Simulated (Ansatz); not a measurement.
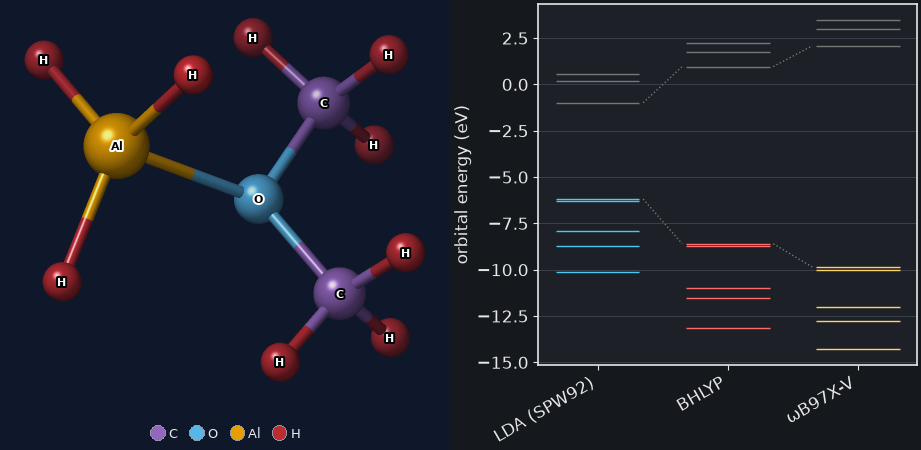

Frontier orbital energies of C₂H₉AlO, SMILES C[O+](C)[AlH3-], singlet at one geometry, def2-TZVPP, the Ansatz code 0.2.0, at a PBE0-D4/def2-TZVP geometry (a minimum by its frequencies). Empty levels are grey, levels within 0.1 eV stand side by side; all columns show the same few orbitals around the gap. Dotted lines join the HOMOs and the LUMOs.

Compare the HOMO-LUMO separations.

The separation grows from 5.19 eV (LDA (SPW92)) to 11.94 eV (ωB97X-V).

| level | HOMO (eV) | LUMO (eV) | separation (eV) |
| --- | --- | --- | --- |
| LDA (SPW92) | −6.18 | −0.99 | 5.19 |
| BHLYP | −8.60 | 0.96 | 9.56 |
| ωB97X-V | −9.85 | 2.08 | 11.94 |

Limits of at least one run: empty levels above zero depend strongly on the basis.
